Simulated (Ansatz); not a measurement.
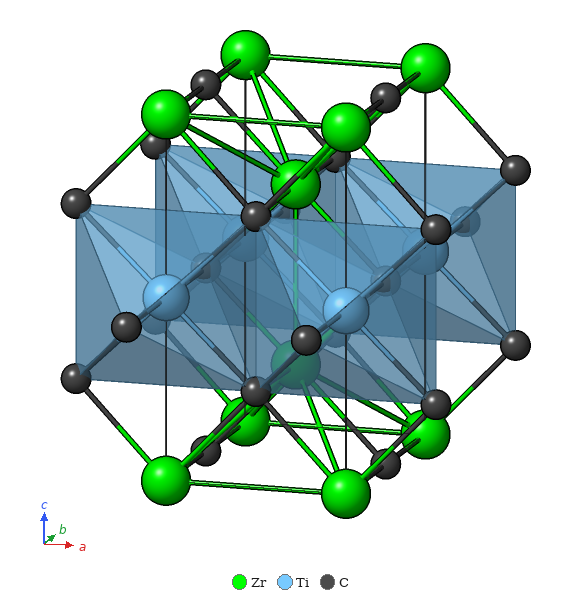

View slightly off an axis, drawn as a polyhedral model. Lines trace the edges of the conventional unit cell. Some atoms of the next cells are drawn as well.

Zr3TiC4, space group Pmmm (No. 47), a = 3.271 Å, b = 4.633 Å, c = 6.538 Å, α = 90.00°, β = 90.00°, γ = 90.00°. It goes back to a structure type filled with these elements by a generator (whether the compound takes this form wasn't checked). Earlier steps of the study, as a rule a relaxation of our own, may have changed the cell and positions, so they can lie some per cent off the listed ones. It went into a calculation with Ansatz.

This one geometry was computed with Ansatz (DFT, plane waves, PAW) at three levels of theory: r2SCAN, LDA and PBE.

**Which level gives the highest pressure at this volume, and what does that say about its equilibrium volume?**

Highest: r2SCAN (0.1 GPa) and PBE (0.0 GPa), which points to the largest equilibrium volume. Lowest, with the smallest volume: LDA (-10.3 GPa). Levels within 0.5 GPa of each other can't be told apart.

**How does the band gap change with the level of theory?**

All levels give a metal.

**Collect the results in a table.**

| level | cutoff (eV) | k-mesh of the run's cell | gap (eV) | pressure (GPa) |
| --- | --- | --- | --- | --- |
| r2SCAN | 500 | 12×8×6 | metal | 0.1 |
| LDA | 420 | 12×8×6 | metal | -10.3 |
| PBE | 420 | 12×8×6 | metal | 0.0 |

Gaps are taken on the k-mesh or band path of each run.
